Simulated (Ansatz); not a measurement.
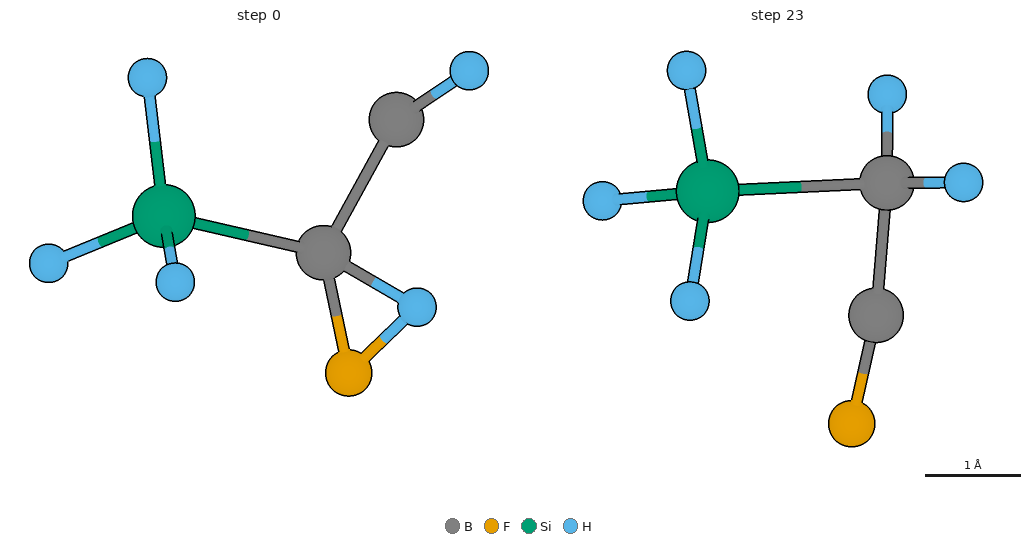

The structure of B$_{2}$SiH$_{5}$F before (left) and after (right) a relaxation, at one scale.

The picture is a ball-and-stick view, seen at a tilt.

It is one of the separated reactants of a reaction.

Level of theory: RKS PBE-D4/def2-SVP in Ansatz 0.2.0.

Input file:
```yaml
crystal:
  periodic: [false, false, false]
  atoms:
    - {symbol: B, position_ang: [-0.250767, 1.135719, -1.270911]}
    - {symbol: B, position_ang: [0.816942, 0.457788, -0.220723]}
    - {symbol: F, position_ang: [2.111658, 0.657685, -0.021574]}
    - {symbol: Si, position_ang: [-0.127665, -0.955981, 0.963351]}
    - {symbol: H, position_ang: [1.362535, 1.452619, -0.033270]}
    - {symbol: H, position_ang: [-0.959494, 2.041739, -0.932688]}
    - {symbol: H, position_ang: [0.506318, -2.286875, 0.750342]}
    - {symbol: H, position_ang: [-1.576410, -1.070533, 0.640681]}
    - {symbol: H, position_ang: [0.004937, -0.575466, 2.397280]}
basis:
  gaussian: {orbitals: def2-SVP}
hamiltonian: {xc: pbe, dispersion: d4}
relax: {f_tol: 0.03, max_steps: 250}
```

Command:
```bash
ansatz run in.yaml --threads 2 --pin off --events-out ev --progress --plain --max-ram 4352MiB
```

What changed between the two?

The largest move after the best rigid fit is that of H5, 1.75 Å. By element the largest moves are H 1.75 Å, B 1.03 Å, F 0.82 Å, Si 0.38 Å. Near-neighbour distances that change, for instance: F3–H5 1.092 → 3.534 Å, B2–H5 1.150 → 2.342 Å, B1–Si4 3.063 → 2.063 Å, B1–H5 2.058 → 1.223 Å. New bonds form: B1–H5 (2.06 → 1.22 Å), B1–Si4 (3.06 → 2.06 Å). Bonds break: B2–H5 (1.15 → 2.34 Å), F3–H5 (1.09 → 3.53 Å). Bond angles that change, for instance: B1–B2–F3 131.9° → 172.1°, B2–B1–H6 121.0° → 112.3°, H7–Si4–H9 109.2° → 106.6°. The energy falls by 554.5 kJ/mol in 23 geometry steps. The largest force component goes from 9.4 to 0.029 eV/Å.
